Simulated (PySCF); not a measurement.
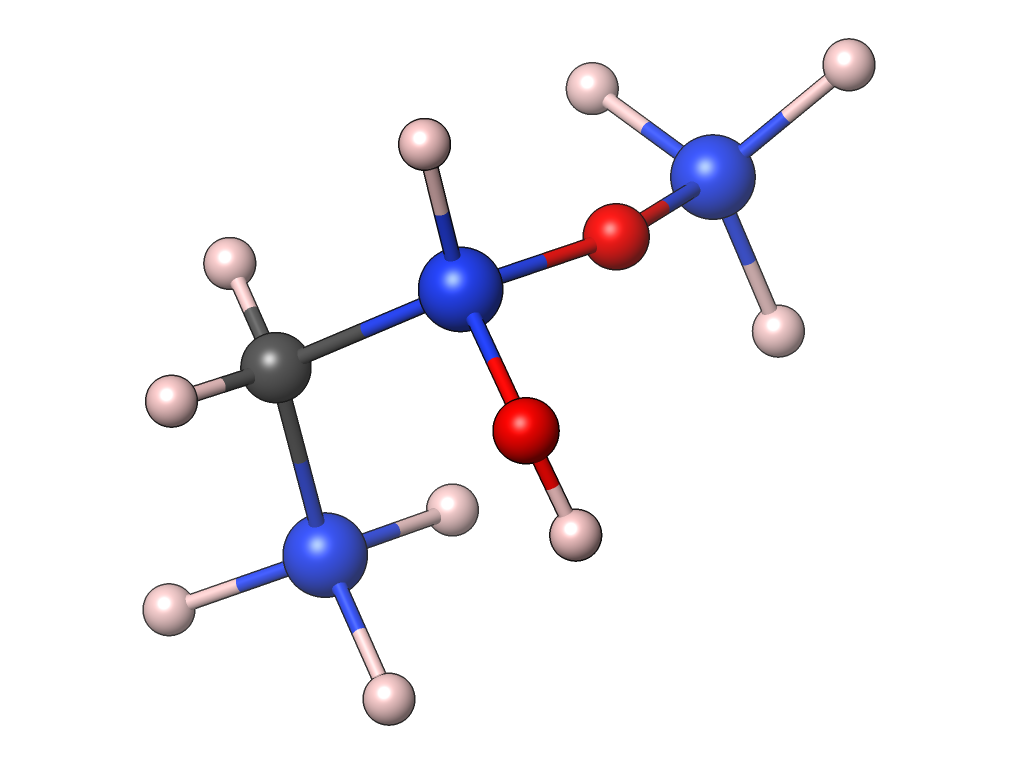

A ball-and-stick model of a molecule. Every bond is drawn as one stick, whatever its order. Colours: oxygen red, silicon blue, carbon dark grey, hydrogen pink.

The computed structure is the end point of a GFN2-xTB optimisation. No frequency run is at hand to confirm it as a minimum.

What is the molecular formula?

CH₁₀O₂Si₃, 16 atoms: 1 carbon, 10 hydrogen, 2 oxygen and 3 silicon.

Name functional groups in it.

Among them: Si–H bond, Si–O bond.

More results for the same structure follow; atom numbers are the same in all pictures, views and colours differ.

Shape

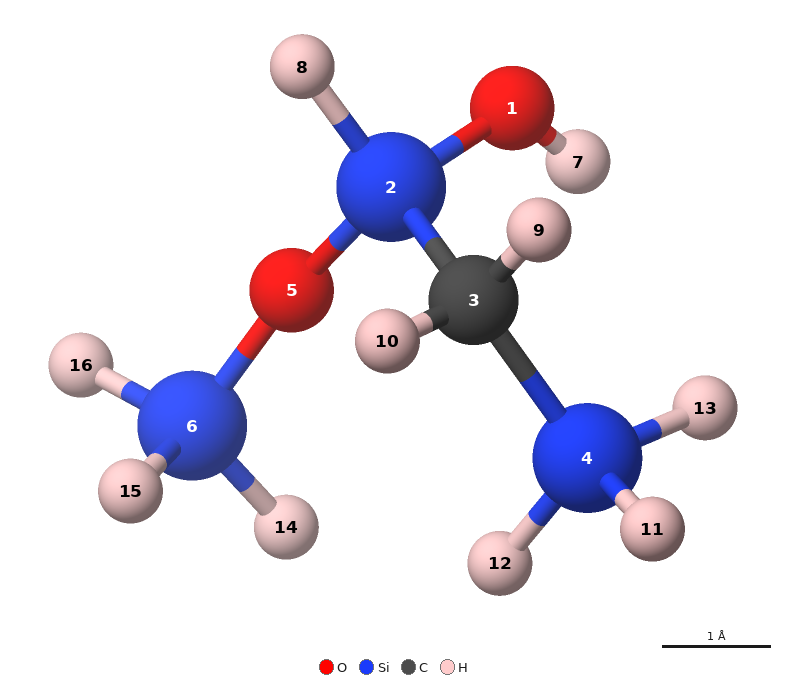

Atoms carry their numbers in the input. No frequency run is at hand to confirm it as a minimum.

Give these bond angles: O1–Si2–C3, O1–Si2–O5, O1–Si2–H8, Si2–O5–Si6, C3–Si2–O5, C3–Si2–H8, C3–Si4–H11, Si4–C3–H9, Si4–C3–H10, O5–Si2–H8, O5–Si6–H14, O5–Si6–H15.

```json
{"angle": "O1–Si2–C3", "degrees": "112.6"}
{"angle": "O1–Si2–O5", "degrees": "109.4"}
{"angle": "O1–Si2–H8", "degrees": "102.5"}
{"angle": "Si2–O5–Si6", "degrees": "159.1"}
{"angle": "C3–Si2–O5", "degrees": "108.9"}
{"angle": "C3–Si2–H8", "degrees": "115.5"}
{"angle": "C3–Si4–H11", "degrees": "109.3"}
{"angle": "Si4–C3–H9", "degrees": "109.1"}
{"angle": "Si4–C3–H10", "degrees": "108.5"}
{"angle": "O5–Si2–H8", "degrees": "107.6"}
{"angle": "O5–Si6–H14", "degrees": "106.7"}
{"angle": "O5–Si6–H15", "degrees": "109.0"}
```

Quadrupole coupling

No frequency run is at hand to confirm it as a minimum. Electric field gradients from the ground-state density, PBE0/pcSseg-1 (PySCF 2.14.0), non-relativistic apart from any core potentials.

Give the largest field-gradient component, the quadrupole coupling constant and the asymmetry for 17O at O1 (Q = −25.6 mb), 17O at O5 (Q = −25.6 mb), 2H at H7 (Q = 2.86 mb), 2H at H8 (Q = 2.86 mb).

```csv
atom,V_zz (a.u.),e²qQ/h (MHz),η
O1,1.511,−9.09,0.46
O5,1.072,−6.45,0.12
H7,0.513,0.345,0.06
H8,0.165,0.111,0.00
```

Dipole moment

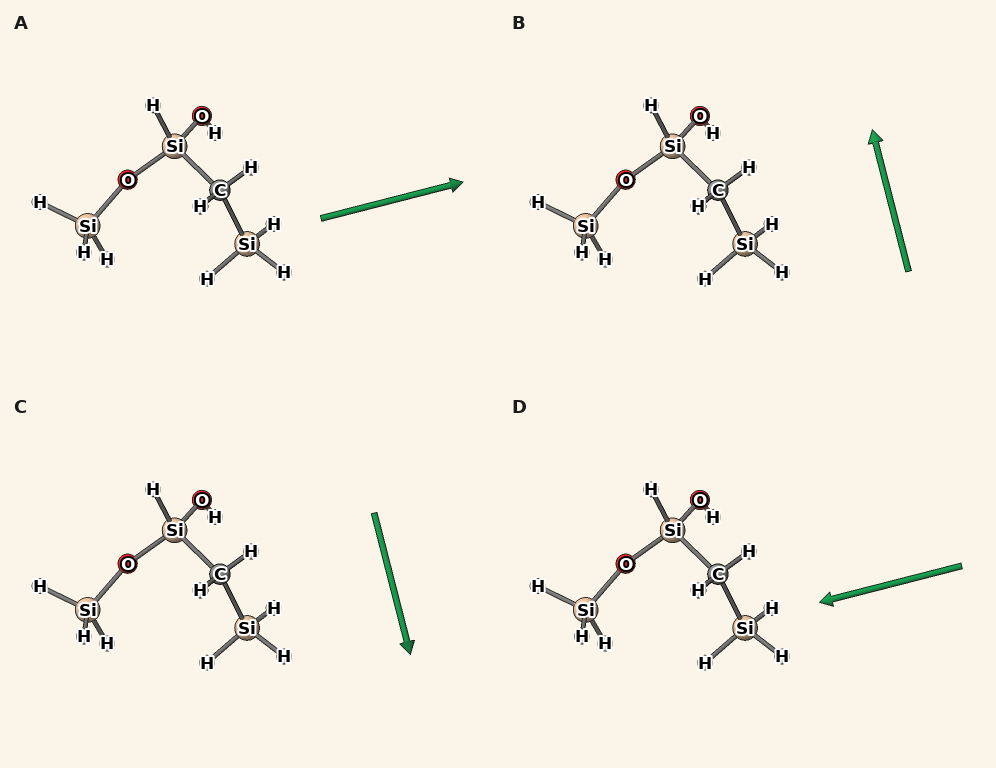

The same molecule four times, each with an arrow. No frequency run is at hand to confirm it as a minimum. Level of theory: PBE0/pcSseg-1, gas phase (PySCF 2.14.0).

Which arrow points along the dipole moment, from the negative to the positive end?

C. The dipole moment is 1.43 D.

Charges

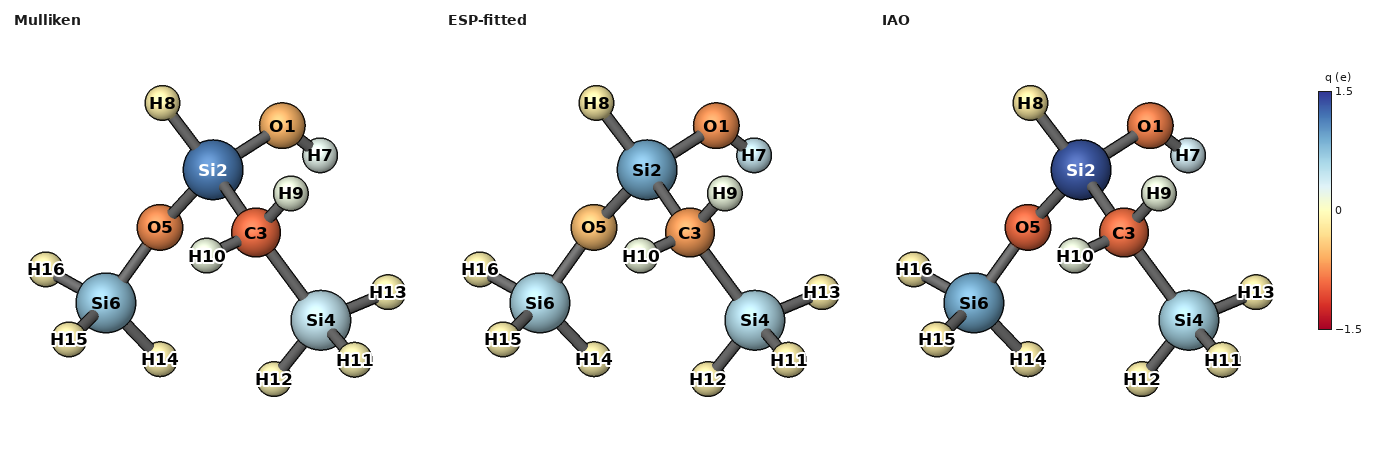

Atomic charges of one calculation by 3 schemes, on one colour scale. No frequency run is at hand to confirm it as a minimum. Computed with PBE0/pcSseg-1 (PySCF 2.14.0).

Which scheme gives the most polar picture (largest mean size of the charges)?

The IAO charges are the largest in size here, and the ESP-fitted charges the smallest.

On which atom do the schemes disagree most?

On Si2 (from 0.87 to 1.33 e).

List the charges (e), one line for each set of equivalent atoms.

| atom | Mulliken | ESP-fitted | IAO |
| --- | --- | --- | --- |
| O1 | −0.55 | −0.71 | −0.79 |
| Si2 | 1.14 | 0.87 | 1.33 |
| C3 | −0.89 | −0.66 | −0.88 |
| Si4 | 0.46 | 0.55 | 0.60 |
| O5 | −0.73 | −0.48 | −0.89 |
| Si6 | 0.72 | 0.57 | 0.89 |
| H7 | 0.24 | 0.44 | 0.36 |
| H8 | −0.14 | −0.15 | −0.16 |
| H9 | 0.18 | 0.17 | 0.17 |
| H10 | 0.17 | 0.16 | 0.17 |
| H11 | −0.07 | −0.13 | −0.11 |
| H12 | −0.08 | −0.14 | −0.12 |
| H13 | −0.09 | −0.14 | −0.13 |
| H14 | −0.12 | −0.12 | −0.15 |
| H15 | −0.13 | −0.11 | −0.15 |
| H16 | −0.12 | −0.12 | −0.14 |

Mulliken values depend strongly on the basis set and can even reverse the polarity of a bond. The geometry is semi-empirical. Around Si such bond lengths and angles can be off by a tenth of an ångström or more and by several degrees, and values that hang on the shape move with them.
